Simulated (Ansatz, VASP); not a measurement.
# Mg (Magnesium) in two plane-wave programs

Aim: how closely do two programs agree when they are given the same cell, functional and k mesh?

Calculated with Ansatz 0.2.0; plane waves, with VASP 6.6.1 beside it; relaxation of cell and atoms at PBE.

**1. Starting point**

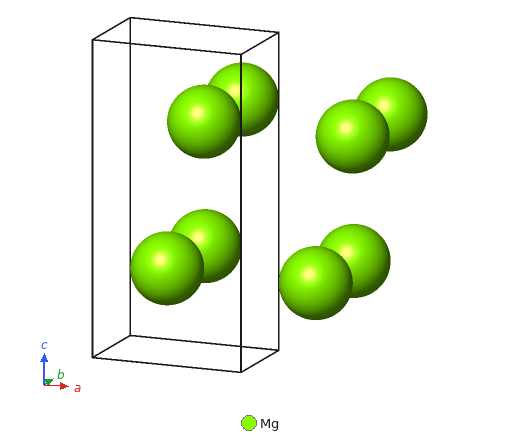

The starting structure, seen slightly off an axis (magnesium green). 2×2×1 cells are drawn.

**2. VASP: relaxation of cell and atoms, PBE**

The relaxed volume is the usual yardstick between codes: its relative difference is about their pressure difference at one cell divided by the bulk modulus.

Lines of VASP's logs that name or quote its potential files are left out, and so is its time.

File INCAR:

```
SYSTEM = Mg
PREC = Accurate
ENCUT = 450
EDIFF = 1E-06
NELM = 100
ISMEAR = 1
SIGMA = 0.1
LREAL = .FALSE.
ALGO = Normal
GGA = PE
LORBIT = 11
LWAVE = .FALSE.
LCHARG = .FALSE.
KPAR = 2
IBRION = 2
NSW = 50
ISIF = 3
EDIFFG = -0.01
```

File POSCAR:

```
Mg
1.0
    3.2093000000      0.0000000000      0.0000000000
   -1.6046500000      2.7793353284      0.0000000000
    0.0000000000      0.0000000000      5.2103000000
Mg
2
Direct
    0.6666666667      0.3333333333      0.7500000000
    0.3333333333      0.6666666667      0.2500000000
```

File KPOINTS:

```
Automatic mesh
0
Gamma
10 10 6
0 0 0
```

The projector-augmented-wave data sets are Mg (PBE family, release 64).

Launch:

```sh
mpirun -np 2 vasp_std
```

Numbers of over 12 decimals in the logs are rounded to 6 here.

Log:

```text
[banner, memory and clock lines left out]
running    2 mpi-ranks, on    1 nodes
 distrk:  each k-point on    1 cores,    2 groups
 distr:  one band on    1 cores,    1 groups

 POSCAR found type information on POSCAR Mg
 POSCAR found :  1 types and       2 ions
 LDA part: xc-table for (Slater+PW92), standard interpolation
 POSCAR, INCAR and KPOINTS ok, starting setup
 FFT: planning ... GRIDC
 FFT: planning ... GRID_SOFT
 FFT: planning ... GRID
 WAVECAR not read
 entering main loop
       N       E                     dE             d eps       ncg     rms          rms(c)
DAV:   1    -0.704688940599E-01   -0.70469E-01   -0.11541E+03   672   0.417E+02
DAV:   2    -0.299512016511E+01   -0.29247E+01   -0.26875E+01   876   0.273E+01
DAV:   3    -0.301982056197E+01   -0.24700E-01   -0.24670E-01   978   0.320E+00
DAV:   4    -0.301987423505E+01   -0.53673E-04   -0.53671E-04   954   0.134E-01
DAV:   5    -0.301987444484E+01   -0.20978E-06   -0.21013E-06   924   0.606E-03    0.942E-01
DAV:   6    -0.301386898167E+01    0.60055E-02   -0.64690E-04   906   0.282E-01    0.604E-01
DAV:   7    -0.300654316597E+01    0.73258E-02   -0.25381E-03   726   0.490E-01    0.338E-02
DAV:   8    -0.300655573892E+01   -0.12573E-04   -0.15102E-05  1086   0.331E-02    0.745E-03
DAV:   9    -0.300655439819E+01    0.13407E-05   -0.11931E-06   798   0.768E-03    0.605E-04
DAV:  10    -0.300655417158E+01    0.22661E-06   -0.70324E-09   504   0.717E-04
   1 F= -.30065542E+01 E0= -.30061652E+01  d E =-.300655E+01
[...]
2 F= -.30085191E+01 E0= -.30081151E+01  d E =-.196489E-02
[...]
3 F= -.30089039E+01 E0= -.30084303E+01  d E =-.234975E-02
[...]
4 F= -.30089146E+01 E0= -.30084310E+01  d E =-.236044E-02
 curvature:  -0.74 expect dE=-0.446E-04 dE for cont linesearch -0.796E-08
 trial: gam= 0.02108 g(F)=  0.505E-49 g(S)=  0.603E-04 ort = 0.530E-05 (trialstep = 0.113E+01)
 search vector abs. value=  0.616E-04
 bond charge predicted
       N       E                     dE             d eps       ncg     rms          rms(c)
DAV:   1    -0.300895545427E+01   -0.40813E-04   -0.19996E-04   936   0.833E-02    0.473E-03
DAV:   2    -0.300895493328E+01    0.52099E-06   -0.76496E-07   720   0.601E-03
   5 F= -.30089549E+01 E0= -.30084613E+01  d E =-.403203E-04
 trial-energy change:   -0.000040  1 .order   -0.000041   -0.000068   -0.000013
 step:   1.4077(harm=  1.4077)  dis= 0.00000  next Energy=    -3.008957 (dE=-0.425E-04)
 reached required accuracy - stopping structural energy minimisation
```

Parts of OUTCAR (step 2):

```text
ion  position               nearest neighbor table
   1  0.667  0.333  0.750-   2 3.20   2 3.20   2 3.20   2 3.20   2 3.20   2 3.20
   2  0.333  0.667  0.250-   1 3.20   1 3.20   1 3.20   1 3.20   1 3.20   1 3.20

  LATTYP: Found a hexagonal cell.
 ALAT       =     3.2093000000
 C/A-ratio  =     1.6235004518

 Subroutine GETGRP returns: Found 24 space group operations
 (whereof 12 operations were pure point group operations)

The static configuration has the point symmetry D_3d.
 The point group associated with its full space group is D_6h.

 Found     56 irreducible k-points:

   k-points           NKPTS =     56   k-points in BZ     NKDIM =     56   number of bands    NBANDS=      6

   dimension x,y,z NGX =    24 NGY =   24 NGZ =   36
   dimension x,y,z NGXF=    48 NGYF=   48 NGZF=   72

   ENCUT  =  450.0 eV  33.07 Ry    5.75 a.u.   5.55  5.55  9.01*2*pi/ulx,y,z

   NELECT =       4.0000    total number of electrons

 k-points in reciprocal lattice and weights: Automatic mesh
   0.00000000  0.00000000  0.00000000       0.002
   0.10000000  0.00000000  0.00000000       0.010
   0.20000000  0.00000000  0.00000000       0.010
   0.30000000  0.00000000  0.00000000       0.010
   0.40000000  0.00000000  0.00000000       0.010
   0.50000000  0.00000000  0.00000000       0.005
   0.10000000  0.10000000  0.00000000       0.010
   0.20000000  0.10000000  0.00000000       0.020
   0.30000000  0.10000000  0.00000000       0.020
[...]
0.40000000  0.20000000  0.50000000       0.010
   0.30000000  0.30000000  0.50000000       0.010

 average (electrostatic) potential at core
       1 -39.2217       2 -39.2217

 E-fermi :   2.7663

 k-point     1 :       0.0000    0.0000    0.0000
  band No.  band energies     occupation
      1      -4.2982      2.00000
      2       0.8779      2.00000
      3       1.2589      2.00000
      4      13.7219      0.00000
      5      13.7220      0.00000
      6      13.8693      0.00000

 k-point     2 :       0.1000    0.0000    0.0000
  band No.  band energies     occupation
      1      -4.0996      2.00000
      2       1.0598      2.00000
      3       1.4522      2.00000
      4      10.9133      0.00000
      5      12.3038      0.00000
      6      13.0622      0.00000

 k-point     3 :       0.2000    0.0000    0.0000
  band No.  band energies     occupation
      1      -3.5061      2.00000
      2       1.6057      2.00000
      3       2.0211      2.00000
      4       7.9151      0.00000
      5      11.1414      0.00000
      6      11.5312      0.00000

  Total        0.0042890      0.0042890      0.0087416      0.0000000      0.0000000      0.0000000
  in kB        0.1496383      0.1496383      0.3049887      0.0000000      0.0000000      0.0000000
  external PRESSURE =       0.2014217 kB  Pullay stress =       0.0000000 kB

  energy-cutoff  :      450.00
  volume of cell :       45.92
      direct lattice vectors                 reciprocal lattice vectors
     3.181354647  0.000000000  0.000000000     0.314331507  0.181479380 -0.000000000
    -1.590677324  2.755133943 -0.000000000     0.000000000  0.362958760  0.000000000
     0.000000000 -0.000000000  5.239199487     0.000000000  0.000000000  0.190868854

 POSITION                                       TOTAL-FORCE (eV/Angst)
 -----------------------------------------------------------------------------------
      1.59068      0.91838      3.92940         0.000000      0.000000     -0.000000
     -0.00000      1.83676      1.30980        -0.000000     -0.000000      0.000000
 -----------------------------------------------------------------------------------
    total drift:                                0.000000     -0.000000      0.000000

  FREE ENERGIE OF THE ION-ELECTRON SYSTEM (eV)
  ---------------------------------------------------
  free  energy   TOTEN  =        -3.0089549333 eV

  energy  without entropy=       -3.0074739445  energy(sigma->0) =       -3.00846127

 reached required accuracy - stopping structural energy minimisation

 total charge
# of ion       s       p       d       tot
------------------------------------------
    1        0.212   0.124   0.012   0.348
    2        0.212   0.124   0.012   0.348
--------------------------------------------------
tot          0.424   0.248   0.023   0.695

[... 3 further parts left out ...]
```

CONTCAR:

```
Mg
   1.00000000000000
     3.1813546473258598    0.0000000000000000    0.0000000000000000
    -1.5906773236629299    2.7551339430655752   -0.0000000000000000
     0.0000000000000000   -0.0000000000000000    5.2391994865971840
  Mg
     2
Direct
     0.6666666667000030    0.3333333332999970    0.7500000000000000
     0.3333333332999970    0.6666666667000030    0.2500000000000000
```

**3. Ansatz: relaxation of cell and atoms, PBE**

Ansatz runs on its default PAW (the set named soft_2) files.

The same cell, functional, mesh and smearing now go to Ansatz, which takes its cutoff from its data sets.

File input.yaml:

```yaml
crystal:
  lattice:
    - [3.2093, 0.0, 0.0]
    - [-1.60465, 2.7793353284, 0.0]
    - [0.0, 0.0, 5.2103]
  atoms:
    - { symbol: Mg, position: [0.6666666667, 0.3333333333, 0.75] }
    - { symbol: Mg, position: [0.3333333333, 0.6666666667, 0.25] }
hamiltonian:
  xc: pbe
  pseudopotentials: { kind: paw }
kpoints:
  mp_grid: { grid: [10, 10, 6] }
scf:
  occupations: { method: methfessel_paxton, width: 0.1 }
relax:
  f_tol: 0.01
  max_steps: 60
  cell: { stress_tol: 0.05 }
output:
  forces: true
  stress: true
  write_density: true
  write_potential: true
  elf: true
  volumetric_format: npy
```

Launch:

```sh
ansatz run input.yaml --threads 4 --pin off --max-ram 9216MiB --backend cpu --events-out ev --progress --plain --runs-dir out
```

Log:

```text
Engine: ansatz 0.2.0, aarch64-unknown-linux-gnu
Pseudopotentials: kind: paw
Pseudopotential: Mg, paw, valence charge 10, recommended cutoff 420 eV (normal), Mg.paw.azcp
Functional definition: PBE
  parameter kappa = 0.804
  parameter beta = 0.066725
  exchange = pbe_x(kappa = kappa, mu = beta*pi^2/3)
  correlation = pbe_c(beta = beta)
Crystal: 2 atoms, lattice volume = 46.474 Å³
Basis set: ecut = 420 eV, 941 PW (Γ), exchange–correlation on 48×48×72 points (8 copies of the dense FFT grid, shifted against one another)
Bands: 14, of which v1, the nominal top of the filled ones, is band 10 counted from 1 (9 counted from 0)
Symmetry: 24 space group operations
Space group: P63/mmc (ITA 194), of the structure as read, at distance tolerance 3.6e-5 Å
k-points: 56 of 600
Non-local potential: Mg, projectors of the file, l = 0: 3, l = 1: 2, l = 2: 1
PAW form: soft (Blöchl's): semilocal exchange-correlation on the pseudo side does not see the compensation charge
PAW one-centre angular grid: Mg, 110 points (default); XC on 64 Gauss nodes
Initial density: superposition of atomic densities (neutral atoms: chi_scale 0, normalization atom), corrected by the library's trained network
Initial wavefunctions: pseudopotential atomic-orbital guess
Functional: x = pbe(κ = 0.804, μ = 0.219515), c = pbe(β = 0.066725)
SCF iter   1: F=—  HF=-3847.599874 eV  |F-HF|=—  |Δ(HF+E_count)|=         —  Δρ=7.58e-4  dr2=2.98e-4  ethr=1.77e-3  ⟨swp⟩=5.0  Hψ=3940  notcnv=0
preconditioner: auto → none  [metal: Δε(μ)=0.039 eV  Ē_g=6.865 eV  σ=0.100 eV  W_gap=0.32  n_scr=8 (ndim 8)  ℏωp=10.9 eV  f_vac=0.000  D(μ)=1.56/eV (n_scr^D=10)  sad-step TF]
SCF iter   2: F=—  HF=-3847.599474 eV  |F-HF|=—  |Δ(HF+E_count)|=   4.00e-4  S|Δr|=    0.00e0  Δρ=4.99e-4  dr2=1.27e-4  ethr=1.49e-6  ⟨swp⟩=2.1  Hψ=1669  notcnv=0
SCF iter   3: F=—  HF=-3847.599484 eV  |F-HF|=—  |Δ(HF+E_count)|=   1.07e-5  S|Δr|=    0.00e0  Δρ=2.17e-4  dr2=1.21e-5  ethr=6.33e-7  ⟨swp⟩=2.0  Hψ=1348  notcnv=0
SCF iter   4: F=—  HF=-3847.599499 eV  |F-HF|=—  |Δ(HF+E_count)|=   1.44e-5  S|Δr|=    0.00e0  Δρ=8.82e-5  dr2=1.64e-6  ethr=6.03e-8  ⟨swp⟩=2.9  Hψ=1629  notcnv=0
SCF iter   5: F=-3847.599497 eV  HF=-3847.599497 eV  |F-HF|=8.59e-10  |Δ(HF+E_count)|=   1.63e-6  S|Δr|=    0.00e0  Δρ=4.71e-6  dr2=4.02e-9  ethr=5.00e-10  ⟨swp⟩=6.0  Hψ=4315  notcnv=0
SCF 1 converged in 5 iterations: F = -3847.599497 eV  dr2 = 4.02e-9
  greatest PAW one-centre occupation: 1.000 electrons in one spin orbital (limit 2), on the Mg atom at site 1 (counted from 0), in its partial waves of l = 0
relax step   1: F+E_penalty+E_count = -3847.59949722 eV  Δ(F+E_penalty+E_count) = +0.000e0 eV  max|allowed force component| = 1.156e-17 eV/Å  Δτ_max = 0.0000 Å  P = -0.265 GPa  Ω = 46.474 Å³  (5 SCF iters, dr2 threshold 1.00e-7 eV, accepted)
[...]
relax step   2: F+E_penalty+E_count = -3847.60149237 eV  Δ(F+E_penalty+E_count) = -1.995e-3 eV  max|allowed force component| = 4.626e-18 eV/Å  Δτ_max = 0.0000 Å  P = -0.065 GPa  Ω = 46.191 Å³  energy of the carried Pulay correction = +5.049e-6 eV  (3 SCF iters, dr2 threshold 2.00e-7 eV, accepted)
[...]
relax step   3: F+E_penalty+E_count = -3847.60155083 eV  Δ(F+E_penalty+E_count) = -5.846e-5 eV  max|allowed force component| = 5.089e-17 eV/Å  Δτ_max = 0.0000 Å  P = +0.001 GPa  Ω = 46.101 Å³  energy of the carried Pulay correction = +6.728e-6 eV  (3 SCF iters, dr2 threshold 4.17e-8 eV, accepted)
[...]
relax step   4: F+E_penalty+E_count = -3847.60154365 eV  Δ(F+E_penalty+E_count) = +7.182e-6 eV  max|allowed force component| = 6.476e-17 eV/Å  Δτ_max = 0.0000 Å  P = +0.002 GPa  Ω = 46.101 Å³  stress off target by 1.92e-2 GPa  SCF on the basis re-selected at this cell (its energy is not comparable with the rows above)  (4 SCF iters)
basis re-selected at this cell: Δ(F+E_penalty+E_count) = +7.182e-6 eV, ΔP = +0.000 GPa vs the last step (what re-selecting the basis moved, of the pressure what is left beyond the Pulay correction that the steps carried, after the strain that the cell walked since its last selection, with what the two solves' SCF thresholds leave and, on support functions, any second-order correction that the steps lacked; it is no m [...]
SCF converged after 4 iterations
Stability not checked: this state was not tested for a lower state beside it, because cold or Methfessel-Paxton smearing, or corrected tetrahedra, fill the levels in a way that the test cannot read (fill_not_monotonic; see scf.lower_state_search)
Free energy (F): -3847.601544 eV
Harris-Foulkes:  -3847.601544 eV  (|F-HF|=2.73e-12)
Internal energy: -3847.600077 eV  (E = F + TS)
E sigma→0 (E₀):  -3847.601177 eV
Entropy (-TS):   -0.001467 eV (-0.733 meV/atom)
Fermi energy:    5.753997 eV
--- Per-component energies (eV) ---
  E_band       = -715.564786
  E_kinetic    = 149.609629
  E_local      = -3244.185601  (includes V_loc(G=0)·N_el)
  E_nonlocal   = 191.445223
  E_hartree    = 1158.741613
  E_xc         = -56.792515
  E_vxc        = -73.262554  (∫ρ·V_xc dr)
  E_paw        = -585.099370  (= ΣΔE_a)
  E_vpaw       = -56.654736  (= ΣTr[D̂ρ^β])
  E_aug_tail   = -0.000007  (compensation charges beyond the density's cutoff)
  E_ewald      = -1461.319049
  E_smearing   = -0.001467  (= −TS)
  E_closure    = 0.000000  (closes the sum)
  Σ components = -3847.601544   (vs F -3847.601544, Δ=0.00e0)
--- Forces (eV/Å), atoms counted from 1 ---
  atom   1  Mg    -0.00000000    -0.00000000     0.00000000
  atom   2  Mg    -0.00000000     0.00000000     0.00000000
  max |Σ_I F_I| component: 1.39e-17 eV/Å
--- Stress (GPa, compression-positive) ---
        0.012248       0.000000       0.000000
        0.000000       0.012248       0.000000
        0.000000       0.000000      -0.019181
  P = ⅓ Tr σ = 0.0018 GPa (0.018 kbar)
--- Band table (eV; the first three rows and the last of 56) ---
  k-point 0: bands = [... 6 lower, -37.1189, -37.1189, -1.2962, 3.8739, 4.2408, 16.6777, 16.6777, 16.8265]
  k-point 1: bands = [... 6 lower, -37.1192, -37.1192, -1.1435, 2.4421, 5.9365, 15.6422, 16.7955, 16.7955]
  k-point 2: bands = [... 6 lower, -37.1200, -37.1200, -0.6870, 1.1152, 8.0546, 12.9859, 17.1187, 17.1187]
  k-point 55: bands = [... 6 lower, -37.1269, -37.1269, 5.1346, 5.1346, 6.7665, 6.7665, 7.6511, 7.6511]
--- Relaxed structure (3 steps of the walk, 3 accepted, 1 SCFs on fresh bases) ---
  F+E_penalty+E_count = -3847.60154365 eV   max|allowed force component| = 6.476e-17 eV/Å   (the final SCF, on the basis selected at the relaxed cell)
  cell:  # Å, volume = 46.1008 Å³
    - [3.185071, 0.0, 0.0]
    - [-1.592536, 2.758353, 0.0]
    - [0.0, 0.0, 5.247341]
  atoms:
    - { symbol: Mg, position: [0.666667, 0.333333, 0.750000] }
    - { symbol: Mg, position: [0.333333, 0.666667, 0.250000] }
```

Run time: 3.4 s. Hardware: 4 threads of Arm Neoverse N1, shared host; peak memory 0.32 GiB; 11 s of CPU time.

**4. Side by side**

Known differences besides the PAW data sets themselves: both relaxations stop at a tolerance, which leaves soft axes loose, and VASP keeps its plane-wave basis; the data sets hold 20 valence electrons in Ansatz (default PAW (the set named soft_2) files) and 4 in VASP; the cutoff is 420 eV in Ansatz and 450 eV in VASP; VASP leaves aspherical gradient terms in its spheres out (LASPH is not set), Ansatz keeps them; Ansatz adds a Pulay correction to the stress that steers its cell, VASP none. Total energies have different zeros and are not compared.

The two programs side by side:

```
                                         quantity  Ansatz   VASP  difference
                                      volume (Å³)   46.10  45.92     +0.39 %
edge a after relaxation, in the typed setting (Å)   3.185  3.181     +0.12 %
edge c after relaxation, in the typed setting (Å)   5.247  5.239     +0.15 %
```

The walks stopped with 0.00 GPa left in Ansatz and 0.02 GPa in VASP; each walk ends within a tolerance, so the volume difference is uncertain by about these residues over the bulk modulus, most in soft cells.

**5. Results**

- difference in volume (relaxation of cell and atoms, PBE): 0.39 %

The difference in volume is 0.39 % (relaxation of cell and atoms, PBE), within the 1.2 % picked in this series as the mark of a large difference, as far as the stopping tolerances let one tell. Differences of this kind measure data sets and numerical settings, not the functional's error against experiment.

[Lines on the potential files, build, host, timing and source positions are cut from VASP's logs without a mark.]

[Logs are printed without paths, hosts, clocks, repeated set-up lines and the standing remarks that a program may print on its own settings, such as how far it seeks lower states.]

[Hosts, paths, dates, database ids (printed as entryN), source tags and the programs' standing remarks are cut or masked in the printed files.]
